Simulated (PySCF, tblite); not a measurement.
# C11H9NSi: excited states

What do calculations give for the excited states of C11H9NSi (`c1ccc2c(c1)[SiH2]c1ccncc1-2`)?

Computed with tblite 0.8.0 and PySCF 2.14.0 and routines of our own; the level stands in each step. Atoms count from 0.

## 1. The starting structure

22 atoms, charge 0, multiplicity 1; geometry from: force field or distance geometry start.

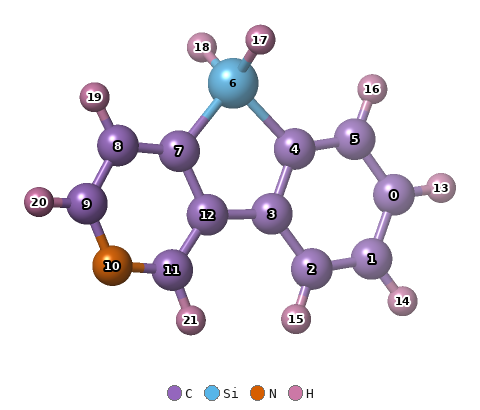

The starting geometry (carbon purple, silicon blue, nitrogen orange, hydrogen pink).

## 2. Optimising the geometry with GFN2-xTB

Job settings and geometry (Å):

```
{"job": {"kind": "relax", "xc": "GFN2-xTB", "basis": "xTB"}, "charge": 0, "multiplicity": 1}
C      3.365400    -0.008200     0.043700
C      2.861000    -1.242800    -0.383500
C      1.498400    -1.479300    -0.465700
C      0.596500    -0.447500    -0.152300
C      1.106600     0.798500     0.286700
C      2.474700     1.027200     0.371600
Si    -0.281700     2.015600     0.657200
C     -1.512000     0.683500     0.205700
C     -2.901400     0.752600     0.208100
C     -3.609600    -0.379200    -0.174300
N     -3.027300    -1.544400    -0.557700
C     -1.672200    -1.589300    -0.549300
C     -0.873500    -0.514700    -0.174900
H      4.434600     0.153100     0.110000
H      3.559200    -2.034300    -0.625300
H      1.135600    -2.448300    -0.784400
H      2.874900     1.990900     0.701000
H     -0.348600     2.372500     2.099400
H     -0.313800     3.168000    -0.270100
H     -3.431900     1.657100     0.503500
H     -4.695400    -0.376400    -0.191600
H     -1.249900    -2.535000    -0.858700
```

The run is started by

```bash
OMP_NUM_THREADS=1 python excited_run.py task.json out
```

One launch serves the whole session: the jobs run in the order shown.

Standard output:

```text
step      E/eV     max force
  0    -891.57818    1.849
  1    -891.65651    0.550
  2    -891.67484    0.295
  3    -891.68943    0.232
  4    -891.69459    0.184
  5    -891.69781    0.095
  6    -891.69906    0.097
  7    -891.70123    0.118
  8    -891.70387    0.141
  9    -891.70689    0.131
 10    -891.70929    0.112
 11    -891.71105    0.106
 12    -891.71243    0.099
 13    -891.71374    0.085
 14    -891.71493    0.084
 15    -891.71599    0.070
 16    -891.71680    0.070
 17    -891.71729    0.044
 18    -891.71754    0.033
 19    -891.71772    0.035
 20    -891.71791    0.042
 21    -891.71810    0.039
 22    -891.71822    0.021
 23    -891.71828    0.016
 24    -891.71831    0.012
 25    -891.71834    0.011
 26    -891.71836    0.010
```

It took 0.33 s on 1 thread of Arm Neoverse V1, shared host; peak memory 0.17 GiB.

Step by step:

| step | energy from step 0 (eV) | largest force (eV/Å) |
| --- | --- | --- |
| 0 | 0.0000 | 1.8491 |
| 1 | -0.0783 | 0.5501 |
| 2 | -0.0967 | 0.2953 |
| 3 | -0.1113 | 0.2324 |
| 4 | -0.1164 | 0.1843 |
| 5 | -0.1196 | 0.0950 |
| 6 | -0.1209 | 0.0965 |
| 7 | -0.1231 | 0.1184 |
| 8 | -0.1257 | 0.1412 |
| 9 | -0.1287 | 0.1311 |
| 10 | -0.1311 | 0.1119 |
| 11 | -0.1329 | 0.1058 |
| 12 | -0.1343 | 0.0989 |
| 13 | -0.1356 | 0.0846 |
| 14 | -0.1368 | 0.0835 |
| 15 | -0.1378 | 0.0698 |
| 16 | -0.1386 | 0.0704 |
| 17 | -0.1391 | 0.0439 |
| 18 | -0.1394 | 0.0334 |
| 19 | -0.1395 | 0.0345 |
| 20 | -0.1397 | 0.0419 |
| 21 | -0.1399 | 0.0390 |
| 22 | -0.1400 | 0.0206 |
| 23 | -0.1401 | 0.0155 |
| 24 | -0.1401 | 0.0121 |
| 25 | -0.1402 | 0.0115 |
| 26 | -0.1402 | 0.0098 |

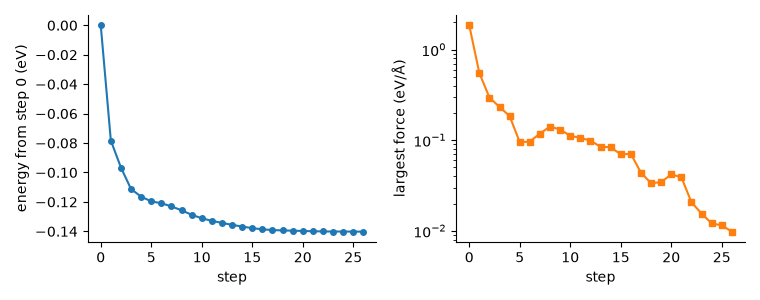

Energy and largest force along the relaxation.

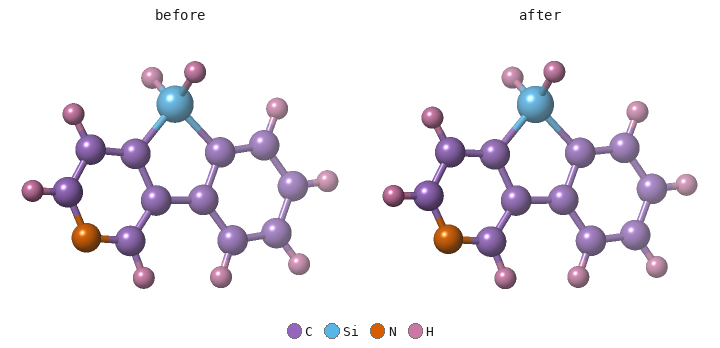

Before and after, at one scale.

Distances of close pairs at the start and the end, largest changes first:

| bond | before (Å) | after (Å) | change (Å) |
| --- | --- | --- | --- |
| C9–N10 | 1.358 | 1.321 | -0.037 |
| N10–C11 | 1.356 | 1.323 | -0.033 |
| Si6–H17 | 1.487 | 1.464 | -0.024 |
| Si6–C7 | 1.869 | 1.889 | +0.020 |
| C2–C3 | 1.406 | 1.388 | -0.018 |
| C0–C5 | 1.405 | 1.387 | -0.018 |
| Si6–H18 | 1.480 | 1.464 | -0.016 |
| C0–C1 | 1.400 | 1.385 | -0.015 |

The next job starts from the end point, and lists it.

## 3. Vibrational analysis with GFN2-xTB

Job settings and geometry (Å):

```
{"job": {"kind": "ir", "xc": "GFN2-xTB", "basis": "xTB"}, "charge": 0, "multiplicity": 1}
C      3.343476    -0.039743     0.031624
C      2.825870    -1.257467    -0.377875
C      1.456005    -1.446709    -0.458690
C      0.597186    -0.408376    -0.126798
C      1.118712     0.830428     0.290433
C      2.488710     1.000354     0.364134
Si    -0.269195     2.046216     0.675421
C     -1.524178     0.711380     0.215175
C     -2.905938     0.724022     0.199513
C     -3.576362    -0.428773    -0.192319
N     -2.960499    -1.540979    -0.552204
C     -1.637856    -1.562862    -0.540943
C     -0.863918    -0.470944    -0.167286
H      4.413286     0.099471     0.091052
H      3.494641    -2.065932    -0.636080
H      1.065156    -2.400803    -0.780576
H      2.893453     1.950291     0.683777
H     -0.345905     2.436879     2.083797
H     -0.314649     3.201997    -0.221249
H     -3.457037     1.608300     0.484218
H     -4.658221    -0.465746    -0.219740
H     -1.193148    -2.501619    -0.846234
```

Standard output:

```text
mode    cm-1     km/mol
  1      81.9      0.02
  2      96.2      0.91
  3     159.6      0.28
  4     207.3      0.53
  5     222.6      0.36
  6     351.8      0.01
  7     368.5      5.23
  8     372.4      1.90
  9     376.2      0.88
 10     396.4      4.86
 11     445.0     16.11
 12     465.1      7.19
 13     512.1     10.72
 14     516.8     79.29
 15     553.5     35.28
 16     606.9      4.04
 17     635.5    157.41
 18     682.2      3.11
 19     691.7     10.93
 20     703.0     50.70
 21     704.3      0.22
 22     765.7     19.00
 23     771.4    230.36
 24     772.1      9.71
 25     818.6      0.01
 26     879.9      0.22
 27     890.6      0.02
 28     913.8      0.10
 29     914.8      0.03
 30     929.3      0.00
 31     991.5     10.76
 32    1066.6     30.81
 33    1089.1      0.73
 34    1103.9      0.29
 35    1121.7      2.55
 36    1164.5      6.93
 37    1185.0      1.65
 38    1191.4     12.21
 39    1243.4      0.21
 40    1248.7      6.00
 41    1274.3      0.18
 42    1288.1      0.62
 43    1329.3      0.58
 44    1382.2     25.68
 45    1419.2      8.14
 46    1442.5      9.47
 47    1449.0      4.80
 48    1545.3     15.51
 49    1569.7     26.45
 50    1571.2      0.88
 51    1590.9      6.90
 52    2260.0    461.43
 53    2266.1    184.98
 54    3047.5     26.26
 55    3048.4     40.35
 56    3065.8     14.83
 57    3072.1     10.73
 58    3073.9     64.91
 59    3080.7     77.72
 60    3088.5     70.47
```

It took 1.4 s on 1 thread of Arm Neoverse V1, shared host; peak memory 0.17 GiB.

The strongest bands and the atoms that carry them (share of the mass-weighted mode):

| cm⁻¹ | km/mol | atoms |
| --- | --- | --- |
| 517 | 79.3 | H18 15 %, H17 15 %, Si6 11 %, C7 10 % |
| 636 | 157.4 | H18 36 %, H17 36 % |
| 771 | 230.4 | H17 41 %, H18 41 % |
| 2260 | 461.4 | H17 50 %, H18 46 % |
| 2266 | 185.0 | H18 51 %, H17 47 % |
| 3074 | 64.9 | H19 88 % |
| 3081 | 77.7 | H15 44 %, H13 38 % |
| 3088 | 70.5 | H14 37 %, H15 30 %, H13 22 % |

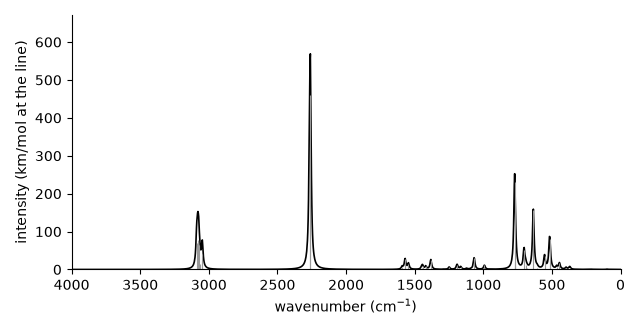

The infrared spectrum from these modes, unscaled. Lines are broadened to a width of 14 cm⁻¹ (Lorentzian).

## 4. Excited states: TDA CAM-B3LYP/def2-SVP

Settings changed since step 3:

```diff
@@ -1,2 +1,2 @@
-{"job": {"kind": "ir", "xc": "GFN2-xTB", "basis": "xTB"}, "charge": 0, "multiplicity": 1}
+{"job": {"kind": "states", "xc": "CAM-B3LYP", "basis": "def2-SVP", "tda": true, "soc": true, "nstates": 8, "ntriplets": 5, "nquad": 4}, "charge": 0, "multiplicity": 1}
 C      3.343476    -0.039743     0.031624
```

Level: TDA CAM-B3LYP/def2-SVP excited states, vertical, gas phase, spin-orbit mean-field couplings.

Standard output:

```text
coarse grid: 20216 points
cycle   1  E = -767.9464843367  dE =  2.969e+00  |g| = 4.060e-01  |ddm| = 6.256e+00
cycle   2  E = -767.9710050707  dE = -2.452e-02  |g| = 3.473e-01  |ddm| = 1.290e+00
cycle   3  E = -767.9976669242  dE = -2.666e-02  |g| = 7.713e-02  |ddm| = 4.427e-01
cycle   4  E = -767.9987143868  dE = -1.047e-03  |g| = 3.999e-02  |ddm| = 1.295e-01
cycle   5  E = -767.9991075484  dE = -3.932e-04  |g| = 8.197e-03  |ddm| = 6.142e-02
cycle   6  E = -767.9991242278  dE = -1.668e-05  |g| = 3.375e-03  |ddm| = 1.476e-02
cycle   7  E = -767.9991274213  dE = -3.194e-06  |g| = 7.955e-04  |ddm| = 4.664e-03
final grid: 194560 points
cycle   8  E = -768.1324691950  dE = -4.284e-05  |g| = 3.448e-03  |ddm| = 3.762e-02
cycle   9  E = -768.1324703973  dE = -1.202e-06  |g| = 2.927e-03  |ddm| = 8.586e-03
cycle  10  E = -768.1324725580  dE = -2.161e-06  |g| = 4.739e-04  |ddm| = 3.607e-03
cycle  11  E = -768.1324726041  dE = -4.610e-08  |g| = 2.660e-04  |ddm| = 8.900e-04
cycle  12  E = -768.1324726228  dE = -1.873e-08  |g| = 5.791e-05  |ddm| = 4.152e-04
cycle  13  E = -768.1324726237  dE = -8.679e-10  |g| = 1.622e-05  |ddm| = 8.361e-05
converged SCF energy = -768.1324726237

Singlet excitations
state   eV       nm        f     d(h-e)  d(exc)  Lambda  PR(NTO)  |dmu|/D   mu/D   main configurations
  1   4.6697   265.5   0.11599   0.720   3.523   0.764   1.223    1.910    2.464   H->L 0.76, H->L+1 0.13
  2   4.7582   260.6   0.00507   1.413   3.110   0.411   1.016    3.751    1.458   H-1->L 0.80, H-1->L+2 0.10
  3   5.0427   245.9   0.00124   1.337   3.069   0.400   1.009    3.673    1.683   H-1->L+1 0.77, H-1->L+2 0.11
  4   5.1174   242.3   0.17991   0.361   3.401   0.693   1.598    0.919    3.172   H->L+1 0.44, H-2->L 0.26, H->L 0.15
  5   5.4075   229.3   0.03032   0.319   3.143   0.685   2.323                     H->L+2 0.33, H-3->L 0.26, H-2->L 0.13
  6   6.2484   198.4   0.53721   0.573   3.785   0.628   1.996                     H-2->L 0.42, H->L+1 0.23, H-3->L 0.19
  7   6.3481   195.3   0.00260   0.460   3.174   0.504   1.233                     H-5->L 0.83
  8   6.5008   190.7   0.03395   0.949   3.673   0.642   1.991                     H-2->L+1 0.48, H-3->L 0.19

Triplet excitations (Tamm-Dancoff)
state   eV     d(h-e)  d(exc)  Lambda  PR(NTO)   main configurations
  1   3.3531   0.199   3.126   0.769   1.358   H->L 0.75, H->L+1 0.09
  2   4.0582   1.165   2.717   0.407   1.018   H-1->L 0.53, H-1->L+2 0.20, H-1->L+1 0.16
  3   4.1201   0.331   3.199   0.761   1.232   H->L+1 0.72, H->L 0.12
  4   4.3215   0.169   2.612   0.687   2.139   H-2->L+2 0.28, H-2->L 0.19, H-2->L+1 0.15
  5   4.5618   0.142   2.794   0.690   2.249   H-3->L+1 0.27, H-3->L 0.18, H-2->L 0.17
S1 - T1 = 1.3167 eV

Spin-orbit couplings |<S|Hso|T>| (cm-1)
             T1       T2       T3       T4       T5
S0        0.115   26.092    0.182    0.094    0.215
S1        0.026    2.010    0.028    0.044    0.052
S2        3.277    0.033    0.984    3.637    4.718
S3        0.368    0.203    0.856    1.327    3.110
S4        0.007    1.839    0.023    0.007    0.027
S5        0.061    1.589    0.013    0.002    0.002
S6        0.010    1.323    0.023    0.018    0.026
S7        0.734    1.893    0.394    1.189    0.296
S8        0.002    4.719    0.035    0.013    0.034
T1 sublevels (cm-1): 0.000 0.000 0.001   radiative rates (1/s): 0.00182 0.000183 0.106
```

It took 2.4 min on 1 thread of Arm Neoverse V1, shared host; peak memory 1.1 GiB.

From this job:

| quantity | value |
| --- | --- |
| S1 less T1 | 1.32 eV |

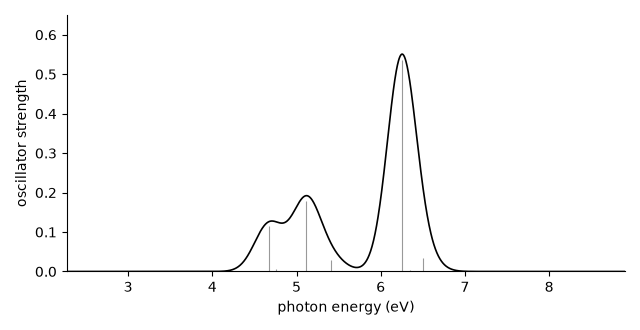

Absorption lines of the singlets. Lines are broadened to a width of 0.40 eV (Gaussian).

## 5. Results

| quantity | value |
| --- | --- |
| strongest single infrared mode (GFN2-xTB) | 2260 cm⁻¹, 461 km/mol |
| zero-point energy (GFN2-xTB) | 100.2 kcal/mol |
| S1 less T1 (step 4, TDA CAM-B3LYP/def2-SVP) | 1.32 eV |

What this shows: No mode is imaginary among the 60: a minimum at this level. The strongest single mode, at 2260 cm⁻¹, moves mainly H17 and H18. Unscaled tight-binding wavenumbers are off by several per cent, some by more. Its intensities can rank the bands wrongly. In step 4, the number of triplets below S1 is at least 5, and the largest singlet-triplet spin-orbit coupling is S0–T2, 26.09 cm⁻¹.
